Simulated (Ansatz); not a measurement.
The starting structures come from a database of crystals and need not be the phases stable at ambient conditions.

 Where the default PAW files enter, the runs use the earlier of Ansatz's two default sets.

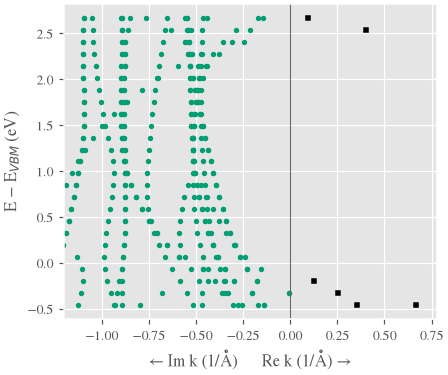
Figure: Complex bands at the centre of the two-dimensional zone; Ansatz (a first-principles code) with r2SCAN

No gap correction and no spin-orbit coupling; mid-gap values are interpolated between computed energies.

Question: This is Sr2ZnMoO6 (I4/m, not sure to be the ambient phase, 10 atoms a cell, 13.0 Å³ an atom, -7 GPa at this level) along the normal of (110). Read off the slowest decay at the centre of the two-dimensional zone at 1.24 eV, the computed energy nearest the middle of the gap.

Answer: κ ≈ 0.44 1/Å, a decay length 1/(2κ) of the density of 1.1 Å.
